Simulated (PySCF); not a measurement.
# [OsO2F3]+: other functionals and bases at one geometry

How far do other levels of theory move the description of [OsO2F3]+, and what does each cost? The structure is generated, not taken from experiment.

Program: PySCF 2.14.0. Level of theory: several levels, as the steps say, no spin–orbit coupling. These are calculated values, not measurements.

3 further runs of the same task are left out: 2 for a known fault of the program, 1 set aside as unsound or not needed.

## (1) Starting geometry

6 atoms, charge 1, spin multiplicity 1.

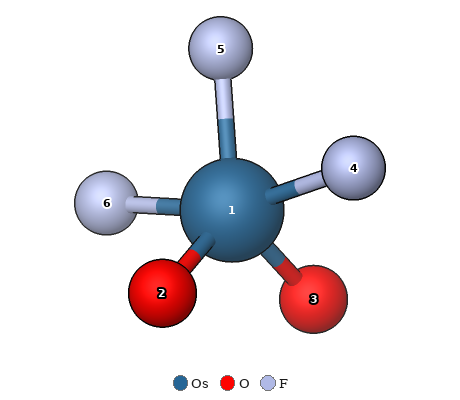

The geometry (osmium blue, oxygen red, fluorine light blue); atoms are numbered from 1 in the order of the file.

As a file:

```xyz
6
charge 1, multiplicity 1
Os    0.0580    0.0000    0.0458
O     0.2044    0.0000    1.7114
O     1.5939    0.0000   -0.6145
F    -0.1851    1.8062   -0.0925
F    -1.5220    0.0000   -0.8951
F    -0.1851   -1.8062   -0.0925
```

Formal oxidation states: Os +8. An earlier session relaxed this geometry at r2SCAN, Os def2-SVP with ECP60, O def2-SVP, F def2-SVP (singlet, point group C2v).

At r2SCAN on the finer grid: E = -539.805842 Eh, HOMO -17.28 eV, LUMO -14.10 eV, Mulliken charge on Os1 +1.70 e, largest force component 0.078 eV/Å. 

Levels to run: PBE; CAM-B3LYP; TPSS; revPBE; r2SCAN, TZVP; r2SCAN, x2c-SVP. Hardware: 2 threads of Arm Neoverse V2, shared host.

## (2) PBE

run.py (the lines that set the calculation)

```python
mol = gto.M(atom='''
Os     0.05795     0.00000     0.04581
O      0.20441     0.00000     1.71145
O      1.59387     0.00000    -0.61454
F     -0.18509     1.80618    -0.09246
F     -1.52205     0.00000    -0.89509
F     -0.18509    -1.80618    -0.09246''',
    basis={'Os': 'def2-SVP', 'O': 'def2-SVP', 'F': 'def2-SVP'},
    ecp={'Os': 'def2-SVP'},
    charge=1, spin=0)
mf = dft.RKS(mol, xc='PBE')
mf.grids.atom_grid = (75, 302)
mf = mf.density_fit()  # fitting sets: Os def2-universal-JKFIT, O def2-universal-JKFIT, F def2-universal-JKFIT
mf.conv_tol = 1e-08; mf.max_cycle = 55
mf.kernel(dm0)  # dm0: the density of the relaxed state
```

The run is started by

```
OMP_NUM_THREADS=2 python run.py
```

## (3) CAM-B3LYP

Edit run.py (the lines that set the calculation) of step 2 so:

```diff
@@ -10,3 +10,3 @@
     charge=1, spin=0)
-mf = dft.RKS(mol, xc='PBE')
+mf = dft.RKS(mol, xc='CAMB3LYP')
 mf.grids.atom_grid = (75, 302)
```

## (4) TPSS

Edit run.py (the lines that set the calculation) of step 3 so:

```diff
@@ -10,3 +10,3 @@
     charge=1, spin=0)
-mf = dft.RKS(mol, xc='CAMB3LYP')
+mf = dft.RKS(mol, xc='TPSS')
 mf.grids.atom_grid = (75, 302)
```

## (5) revPBE

Edit run.py (the lines that set the calculation) of step 4 so:

```diff
@@ -10,3 +10,3 @@
     charge=1, spin=0)
-mf = dft.RKS(mol, xc='TPSS')
+mf = dft.RKS(mol, xc='PBE_R,PBE')
 mf.grids.atom_grid = (75, 302)
```

## (6) r2SCAN, TZVP

Basis: Os def2-TZVP with ECP60, O def2-TZVP, F def2-TZVP. 

run.py (the lines that set the calculation)

```python
mol = gto.M(atom='''
Os     0.05795     0.00000     0.04581
O      0.20441     0.00000     1.71145
O      1.59387     0.00000    -0.61454
F     -0.18509     1.80618    -0.09246
F     -1.52205     0.00000    -0.89509
F     -0.18509    -1.80618    -0.09246''',
    basis={'Os': 'def2-TZVP', 'O': 'def2-TZVP', 'F': 'def2-TZVP'},
    ecp={'Os': 'def2-TZVP'},
    charge=1, spin=0)
mf = dft.RKS(mol, xc='R2SCAN')
mf.grids.atom_grid = (75, 302)
mf = mf.density_fit()  # fitting sets: Os def2-universal-JKFIT, O def2-universal-JKFIT, F def2-universal-JKFIT
mf.conv_tol = 1e-08; mf.max_cycle = 55
mf.kernel(dm0)  # dm0: free metal ions and neutral atoms
```

## (7) r2SCAN, x2c-SVP

Basis: Os x2c-SVPall, O x2c-SVPall, F x2c-SVPall. All electrons are treated, with the spin-free X2C Hamiltonian.

run.py (the lines that set the calculation)

```python
mol = gto.M(atom='''
Os     0.05795     0.00000     0.04581
O      0.20441     0.00000     1.71145
O      1.59387     0.00000    -0.61454
F     -0.18509     1.80618    -0.09246
F     -1.52205     0.00000    -0.89509
F     -0.18509    -1.80618    -0.09246''',
    basis={'Os': 'x2c-SVPall', 'O': 'x2c-SVPall', 'F': 'x2c-SVPall'},
    nucmod='G',
    charge=1, spin=0)
mf = dft.RKS(mol, xc='R2SCAN')
mf.grids.atom_grid = (99, 590)
mf = mf.density_fit()  # fitting sets: Os AutoAux, O AutoAux, F AutoAux
mf = mf.sfx2c1e()
mf.conv_tol = 1e-08; mf.max_cycle = 55
mf.kernel(dm0)  # dm0: free metal ions and neutral atoms
```

What does the calculation give? Wanted: for each run, HOMO; gap; charge on Os1; dipole; largest force.

**Answer**, as computed:

| level | state | HOMO (eV) | gap (eV) | charge on Os1 (e) | dipole (D) | largest force (eV/Å) | basis functions | time |
| --- | --- | --- | --- | --- | --- | --- | --- | --- |
| r2SCAN (relaxed here) | singlet | -17.28 | 3.18 | 1.70 | 0.93 | 0.08 | 102 | 24 s |
| PBE | singlet | -16.67 | 2.92 | 1.51 | 0.81 | 0.88 | 102 | 5.1 s |
| CAM-B3LYP | singlet | -20.13 | 7.76 | 1.68 | 1.19 | 1.42 | 102 | 6.1 s |
| TPSS | singlet | -16.83 | 3.02 | 1.62 | 0.84 | 0.84 | 102 | 7.4 s |
| revPBE | singlet | -16.59 | 2.92 | 1.54 | 0.81 | 1.09 | 102 | 4.7 s |
| r2SCAN, TZVP | singlet | -17.09 | 3.27 | 1.74 | 0.99 | 0.37 | 195 | 22 s |
| r2SCAN, x2c-SVP | singlet | -17.40 | 3.00 | 1.48 | 1.00 | 0.80 | 136 | 37 s |

Times are on 2 threads of Arm Neoverse V2, shared host; the first row also made further properties. The dipole of a charged species depends on the origin, so these sizes hold for this origin alone.

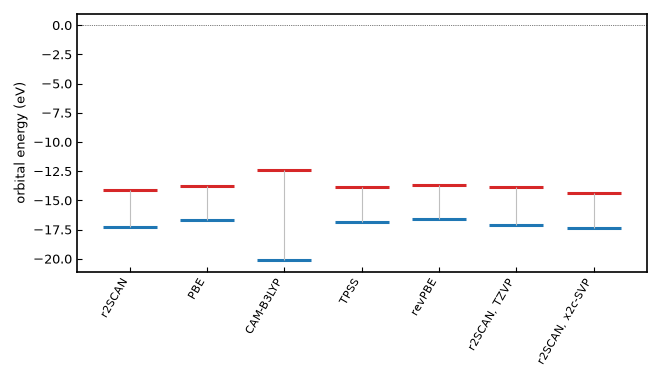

Highest filled and lowest empty level, method by method.

In one basis the HOMO–LUMO gap runs from 2.92 eV (revPBE) to 7.76 eV (CAM-B3LYP). The largest leftover force, 1.42 eV/Å with CAM-B3LYP, stands at a geometry relaxed at another level. The Mulliken charge on Os spans +1.48 to +1.74 e over the levels. Total energies of different levels can't be compared. Spin–orbit coupling is left out throughout.
